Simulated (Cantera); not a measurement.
A closed system holds: 1 mol Si, 1.7 mol CO₂, 3.2 mol H₂, 0.019 mol N₂O, held at 11.0 mbar.

Cantera equilibrium calculation (NASA polynomials, part measured and part estimated; ideal gas, pure solids and liquids). Candidate condensed phases: C, C₆H₆, C₇H₈, C₈H₁₈, H₂O, Si, SiC, SiO₂, Si₂N₂O, Si₃N₄; 151 gas species. Mutual solubility and eutectic melting of coexisting phases are not modelled. The tables hold silica as quartz up to 1696 K and as liquid above; real silica turns to tridymite and cristobalite and melts near 1996 K. Equilibrium is a limit: real reactors are often held back by kinetics, nucleation or transport.

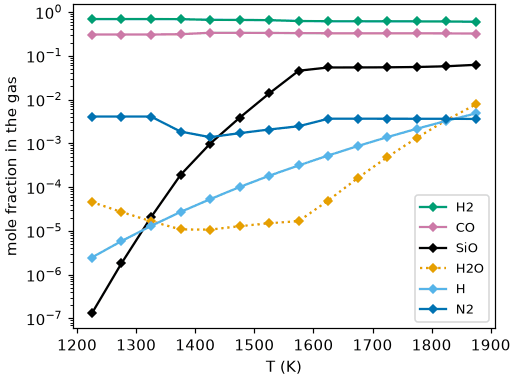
Fig. 1. Equilibrium gas composition (values under 1e-9 drawn at 1e-9)

Task: Read off the mole fractions at 1525 K.

Result: H₂ about 0.65, CO about 0.33, SiO about 0.014, N₂ about 0.0021, H about 0.00018, H₂O about 1.5e-5.
